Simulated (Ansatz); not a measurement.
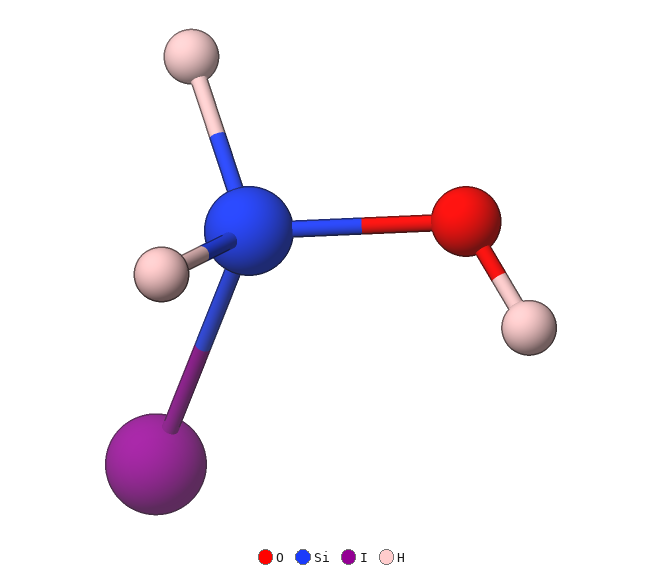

The structure as it stands in the input.

Ansatz 0.2.0 input:

```yaml
crystal:
  periodic: [false, false, false]
  atoms:
    - {symbol: O, position_ang: [-1.286067, -0.390582, 0.099844]}
    - {symbol: Si, position_ang: [0.227199, 0.209466, 0.251085]}
    - {symbol: I, position_ang: [1.840275, -1.096969, -1.043077]}
    - {symbol: H, position_ang: [-1.650487, -0.489881, -0.781466]}
    - {symbol: H, position_ang: [0.337452, 1.598179, -0.253614]}
    - {symbol: H, position_ang: [0.573727, 0.105787, 1.681228]}
basis:
  gaussian: {orbitals: def2-TZVPP}
hamiltonian: {xc: {name: wB97}}
accuracy: high
```

It was started with:

```sh
ansatz run in.yaml --threads 2 --pin off --events-out ev --progress --plain --max-ram 4352MiB
```

Result:

```
Functional definition: wB97
  name "wB97"
  cite "Chai & Head-Gordon, J. Chem. Phys. 128, 084106 (2008) doi:10.1063/1.2834918"
  cite "Becke, J. Chem. Phys. 107, 8554 (1997) doi:10.1063/1.475007"
  parameter omega = 0.4/bohr
  parameter cx1 = 1.13116
  parameter cx2 = -2.74915
  parameter cx3 = 12.0900
  parameter cx4 = -5.71642
  parameter css1 = -2.55352
  parameter css2 = 11.8926
  parameter css3 = -26.9452
  parameter css4 = 17.0927
  parameter cos1 = 3.99051
  parameter cos2 = -17.0066
  parameter cos3 = 1.07292
  parameter cos4 = 8.88211
  # The coefficients of nought are those of the uniform gas.
  exchange = spin_sum(e_x_unif_sr(omega)*poly(b97_u_x, 1, cx1, cx2, cx3, cx4)) + exact_x_lr(omega)
  correlation = spin_sum(e_c_pw_same_spin*poly(b97_u_same, 1, css1, css2, css3, css4))
      + integral(e_c_pw_opposite_spin*poly(b97_u_opposite, 1, cos1, cos2, cos3, cos4))
2870 factors; integrals over basis functions are off by at most 1.2e-8 eV
608 factors; integrals over basis functions are off by at most 2.0e-9 eV
mean field evaluation 1: about -18075.1244 eV, gradient 4.6e1 eV
mean field evaluation 2: about -18074.3572 eV, gradient 5.3e1 eV
mean field evaluation 4: about -18078.6343 eV, gradient 8.5e-1 eV
mean field evaluation 8: about -18078.6447 eV, gradient 8.8e-2 eV
mean field evaluation 16: about -18078.6448 eV, gradient 6.3e-5 eV
mean field -18078.64475754 eV, -664.3779406941 hartree, gradient 8.0e-8 eV, S^2 0.000000; 0 other end points of the search recorded, 0 dependent functions left out
reference -18078.64475665 eV, -664.3779406612 hartree; 25, 25 occupied and 140, 140 virtual orbitals, 2870 factors
Total energy: -18078.64475665 eV, -664.3779406612 hartree
```

The calculation finished and met its thresholds.
